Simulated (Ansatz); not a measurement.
Structure (in its standard cell), the input geometry of an electronic-structure calculation (not necessarily at equilibrium):

```cif
data_structure
_symmetry_space_group_name_H-M 'P 1'
_symmetry_Int_Tables_number 1
_cell_length_a 3.2957
_cell_length_b 11.1389
_cell_length_c 4.5053
_cell_angle_alpha 90.000
_cell_angle_beta 90.000
_cell_angle_gamma 90.000
_cell_volume 165.39
loop_
_atom_site_label
_atom_site_type_symbol
_atom_site_fract_x
_atom_site_fract_y
_atom_site_fract_z
_atom_site_occupancy
P1 P 0.00000 0.59396 0.58693 1
P2 P 0.50000 0.90604 0.41307 1
P3 P 0.50000 0.59396 0.91307 1
P4 P 0.00000 0.90604 0.08693 1
P5 P 0.50000 0.09396 0.58693 1
P6 P 0.00000 0.40604 0.41307 1
P7 P 0.00000 0.09396 0.91307 1
P8 P 0.50000 0.40604 0.08693 1
```

Q: Predict the [001] zone-axis pattern (200 kV, kinematic, B = 1 Å²).

A: The spots form a rectangular net whose two shortest vectors correspond to d = 5.57 Å and 1.65 Å, 90.0° apart. They are 0 2 0 and 2 0 0. The pattern has symmetry 2mm. The lattice centring (C) removes all reflections that break h + k = 2n; a glide plane extinguishes reflections such as 1 -1 0, 1 1 0, 1 -3 0; reflections such as 0 8 0, 2 -8 0, 2 8 0 are allowed but too weak to see at this display level.

Strongest reflections with d > 0.80 Å, one of each family (|F|² from tabulated Gaussian fits of the electron scattering factors, times a small damping for the curvature of the Ewald sphere):

| hkl | d (Å) | I (strongest = 100) |
| --- | --- | --- |
| 0 4 0 | 2.785 | 100 |
| 0 2 0 | 5.569 | 67 |
| 0 6 0 | 1.856 | 63 |
| 2 0 0 | 1.648 | 51 |
| 2 6 0 | 1.232 | 16 |
| 2 4 0 | 1.418 | 16 |

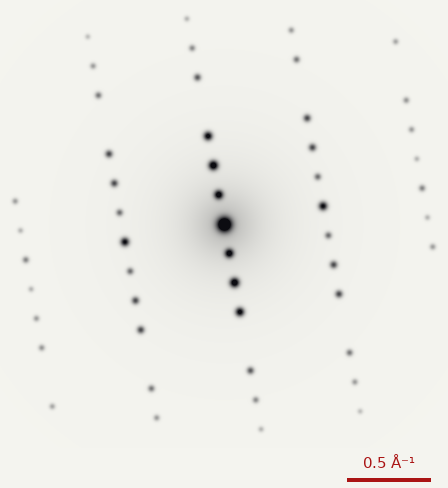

Calculated pattern, seen from the source side with [001] pointing towards the source.
